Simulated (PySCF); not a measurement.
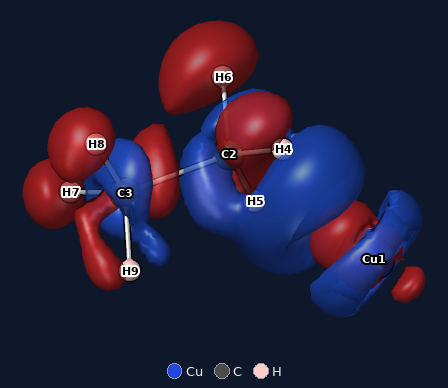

*C2H6Cu, charge +1, SMILES `[Cu+].CC`. Density of the complex less the densities of the two fragments at the same geometry, ±0.015 e/Å³ (blue: gain, red: loss). Fragment A: Cu(+1) (atom 1); fragment B: H6C2.*

Level of theory: HF/def2-SVPD (PySCF), at a geometry from GFN2-xTB. GFN2-xTB bond lengths at metals and heavier atoms can be off by up to 0.1 Å and shapes distorted, which carries into these values.

How is the density rearranged on binding?

Hirshfeld charges show 0.084 e passing from B to A. By Hirshfeld charges, electrons gather most on Cu1 (−0.084 e) and leave H6 most (+0.045 e); 0.32 e is displaced in all.

What is the interaction energy, and which contacts carry it?

The counterpoise-corrected interaction energy of the frozen fragments is −12.7 kcal/mol without dispersion correction and −22.4 kcal/mol with D3(BJ). D3 uses neutral-atom coefficients and tends to overbind metal cations. The pair geometry is semi-empirical, not a minimum at this level. Contacts: Cu1···C2, 2.34 Å, ρ = 0.041 a.u., a bond path close to vanishing (ellipticity 19.2); Cu1···C2, 2.34 Å, ρ = 0.041 a.u., a bond path close to vanishing (ellipticity 20.9). The pose is a local one from a semi-empirical search, not shown to be the most stable.

Run time: 3.4 s on 1 thread of Arm Neoverse V2, with other jobs on the host, peak memory 0.24 GiB.
